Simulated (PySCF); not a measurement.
# C₂H₉BFNO: magnetic properties

Wanted: magnetic properties for C₂H₉BFNO (`[BH3-][NH2+]COCF`).

Programs: PySCF 2.14.0, with routines of our own; each step states its level. All values are computed. Atoms count from 0.

### 1 The system as given

15 atoms, charge 0, multiplicity 1; geometry from: GFN2-xTB.

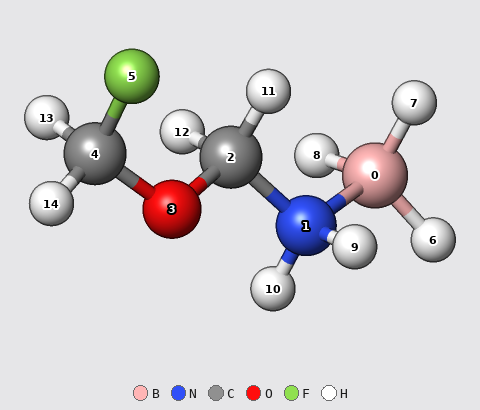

The starting geometry (boron pink, nitrogen blue, carbon grey, oxygen red, fluorine green, hydrogen white).

### 2 Optimising the geometry at PBE0-D3(BJ)/def2-SVP

The job: settings as JSON, then the geometry in Å.

```
{"job": {"xc": "PBE0", "basis": "def2-SVP", "d3": "d3bj", "grid": 1, "kind": "geom"}, "charge": 0, "multiplicity": 1}
B     -2.363468    -0.249919     0.001185
N     -0.961009    -0.159207    -0.884017
C      0.203130     0.064216    -0.066933
O      1.359106     0.042546    -0.906532
C      2.546971     0.199537    -0.248993
F      2.662952     1.468281     0.263707
H     -3.220402    -0.421927    -0.804047
H     -2.456394     0.788041     0.572837
H     -2.220428    -1.175004     0.736178
H     -1.075603     0.594983    -1.555075
H     -0.874234    -1.034019    -1.393749
H      0.111421     1.034015     0.437012
H      0.272236    -0.729266     0.690200
H      2.658546    -0.483820     0.609374
H      3.352763     0.069531    -0.978714
```

Command:

```bash
$ OMP_NUM_THREADS=1 python excited_run.py task.json out
```

The driver reads the jobs from task.json and runs them one after another.

The program printed:

```text
step   0  E = -335.66363937  max force = 0.016911
step   1  E = -335.66612585  max force = 0.004798
step   2  E = -335.66630878  max force = 0.002666
step   3  E = -335.66636893  max force = 0.001267
step   4  E = -335.66639081  max force = 0.000886
step   5  E = -335.66640056  max force = 0.001048
step   6  E = -335.66640581  max force = 0.000638
step   7  E = -335.66640786  max force = 0.000387
optimisation converged
```

Run time: 55 s. Hardware: 1 thread of Arm Neoverse N1, shared host; peak memory 0.54 GiB.

Along the way:

| step | energy from step 0 (eV) | largest force component (eV/Å) |
| --- | --- | --- |
| 0 | 0.0000 | 0.8696 |
| 1 | -0.0677 | 0.2467 |
| 2 | -0.0726 | 0.1371 |
| 3 | -0.0743 | 0.0652 |
| 4 | -0.0749 | 0.0456 |
| 5 | -0.0751 | 0.0539 |
| 6 | -0.0753 | 0.0328 |
| 7 | -0.0753 | 0.0199 |

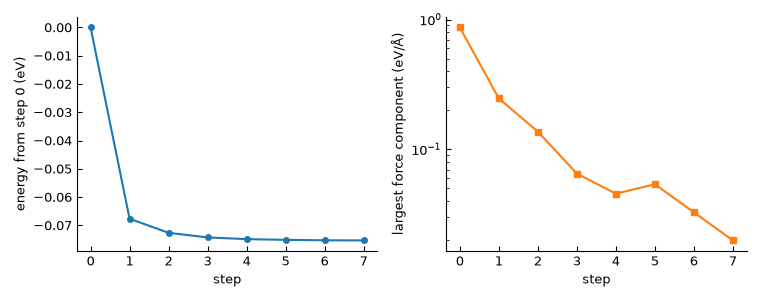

Energy and force, step by step.

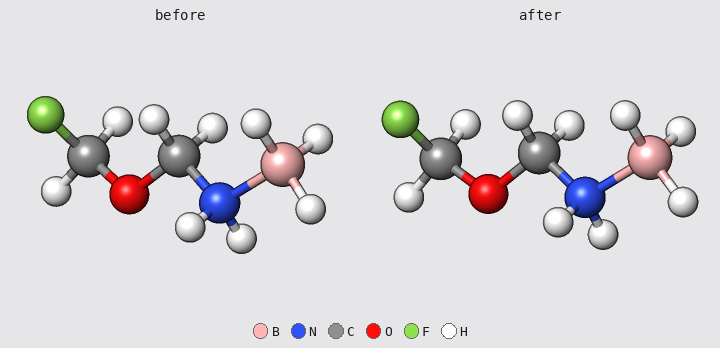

The geometry before (left) and after (right).

Distances of close pairs at the start and the end, largest changes first:

| bond | before (Å) | after (Å) | change (Å) |
| --- | --- | --- | --- |
| B0–H7 | 1.189 | 1.225 | +0.036 |
| B0–H8 | 1.190 | 1.226 | +0.036 |
| B0–H6 | 1.188 | 1.223 | +0.035 |
| B0–N1 | 1.661 | 1.633 | -0.027 |
| C2–O3 | 1.429 | 1.402 | -0.027 |
| C4–F5 | 1.373 | 1.364 | -0.010 |
| N1–C2 | 1.440 | 1.448 | +0.008 |
| N1–H9 | 1.016 | 1.022 | +0.006 |

The next job starts from the end point, and lists it.

```csv
at the end point,value
point group (found at 0.08 Å tolerance),C1
"rotational constants (GHz, main isotopes)","10.834, 1.456, 1.374"
dipole moment (D),5.14
```

### 3 Magnetic properties: GIAO HF/pcSseg-1

The job: settings as JSON, then the geometry in Å.

```
{"job": {"kind": "mag", "xc": "HF", "basis": "pcSseg-1", "isotopologues": 2}, "charge": 0, "multiplicity": 1}
B     -2.300474    -0.456132     0.135156
N     -0.981240    -0.241192    -0.803828
C      0.222058     0.070357    -0.061135
O      1.282703     0.152965    -0.973953
C      2.501643     0.438605    -0.413735
F      2.530999     1.715778     0.063708
H     -3.209662    -0.712044    -0.641932
H     -2.457138     0.601668     0.732713
H     -2.021331    -1.392611     0.875454
H     -1.162435     0.505702    -1.477845
H     -0.825835    -1.088924    -1.353861
H      0.062804     1.021166     0.470051
H      0.384711    -0.729424     0.682368
H      2.728751    -0.237757     0.433835
H      3.253143     0.335779    -1.210708
```

Method: GIAO HF/pcSseg-1 magnetisability, rotational g tensor and spin-rotation constants, non-relativistic, gas phase.

The program printed:

```text
final grid: 115776 points
cycle   1  E = -334.1878591987  dE =  1.028e+00  |g| = 7.905e-01  |ddm| = 2.985e+00
cycle   2  E = -334.3118727713  dE = -1.240e-01  |g| = 4.109e-01  |ddm| = 7.002e-01
cycle   3  E = -334.3400364473  dE = -2.816e-02  |g| = 6.787e-02  |ddm| = 2.176e-01
cycle   4  E = -334.3413527876  dE = -1.316e-03  |g| = 1.937e-02  |ddm| = 6.836e-02
cycle   5  E = -334.3414593868  dE = -1.066e-04  |g| = 3.979e-03  |ddm| = 2.014e-02
cycle   6  E = -334.3414668855  dE = -7.499e-06  |g| = 1.215e-03  |ddm| = 5.900e-03
cycle   7  E = -334.3414675435  dE = -6.580e-07  |g| = 4.474e-04  |ddm| = 1.742e-03
cycle   8  E = -334.3414676119  dE = -6.842e-08  |g| = 1.161e-04  |ddm| = 5.464e-04
cycle   9  E = -334.3414676170  dE = -5.103e-09  |g| = 3.137e-05  |ddm| = 1.650e-04
cycle  10  E = -334.3414676174  dE = -3.294e-10  |g| = 9.309e-06  |ddm| = 4.215e-05
converged SCF energy = -334.3414676174

Magnetisability tensor (1e-30 J/T^2)
    -1018.84      -17.28       57.81
      -17.28     -962.29      -13.45
       57.81      -13.45     -958.83
isotropic -979.99   principal values   -1054.65   -970.52   -914.80
isotropic susceptibility -59.016 1e-6 cm^3/mol

Inertial axes            a          b          c
rot. const./GHz     10.8340     1.4562     1.3742
chi total           -61.625    -59.639    -55.785
chi diamagnetic    -198.287   -910.296   -954.992
chi paramagnetic    136.662    850.657    899.207
quadrupole/D A      -20.143      8.000     12.143
g nuclear            0.6607     0.5646     0.5600
g electronic        -0.6956    -0.5820    -0.5805
g total             -0.0349    -0.0174    -0.0205

Spin-rotation constants (kHz, H = +C I.J)
atom  isotope        aa         bb         cc
  0    11B        1.384      0.205      0.202
  1    14N        0.540      0.072      0.072
  5    19F        2.793      1.024      0.703
  6     1H       -0.139     -0.101     -0.089
  7     1H       -0.917      0.024     -0.115
  8     1H       -0.925     -0.136      0.035
  9     1H       -1.254     -0.171      0.035
 10     1H       -1.219      0.018     -0.148
 11     1H       -1.098      0.053     -0.123
 12     1H       -1.090     -0.165      0.067
 13     1H       -1.026     -0.158      0.077
 14     1H       -0.434     -0.021     -0.119
  2    13C*       2.051      0.332      0.302
  3    17O*      -1.153     -0.140     -0.167
  4    13C*       2.637      0.335      0.337
* in the singly substituted isotopologue

Isotopologues: g along a, b, c
2H    at 6,7,8,9,10,11,    -0.0258    -0.0146    -0.0173
10B   at 0                 -0.0357    -0.0180    -0.0212
```

Wall time 12 s (1 thread of Arm Neoverse N1, shared host); peak memory 0.73 GiB.

In short:

| quantity | value |
| --- | --- |
| magnetisability | -980·10⁻³⁰ J/T² |
| molar susceptibility | -59.0·10⁻⁶ cm³/mol |
| rotational g (a, b, c) | -0.0349, -0.0174, -0.0205 |

### 4 Summary of results

| quantity | value |
| --- | --- |
| point group | C1 |
| rotational constants (main isotopes) | 10.83, 1.46, 1.37 GHz |
| magnetisability (step 3, GIAO HF/pcSseg-1) | -980·10⁻³⁰ J/T² |
| molar susceptibility (step 3, GIAO HF/pcSseg-1) | -59.0·10⁻⁶ cm³/mol |
| rotational g (a, b, c) (step 3, GIAO HF/pcSseg-1) | -0.0349, -0.0174, -0.0205 |

**Reading.** Relaxing lowered the energy by 0.075 eV in 7 steps; the close pair that moved most is B0–H7, from 1.189 to 1.225 Å. No frequency check was run at this level, so the end point may be a saddle. Vibrational averaging and real surroundings are missing from these values.
